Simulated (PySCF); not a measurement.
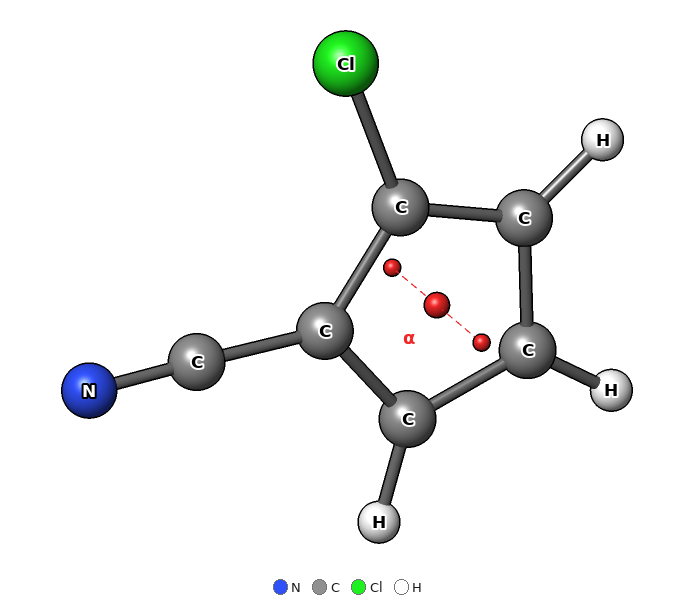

The small points mark where nucleus-independent chemical shifts (NICS) were computed: at the centre of each lettered ring and 1 Å above and below it. Charge −1, singlet. The computed structure is the end point of a GFN2-xTB optimisation. No frequency run is at hand to confirm it as a minimum. Level of theory: GIAO PBE0/pcSseg-1 NMR shielding, non-relativistic, gas phase (PySCF 2.14.0).

Give NICS(0), NICS(1) and the out-of-plane component NICS(1)zz for each ring (means of the two sides).

```json
{"ring": "α", "members": "C5", "NICS(0)": "−14.7", "NICS(1)": "−11.0", "NICS(1)zz": "−27.5"}
```

Values in ppm.

> What do the values say about the ring currents?

Ring α: diatropic, as in an aromatic ring. NICS is one index among several.
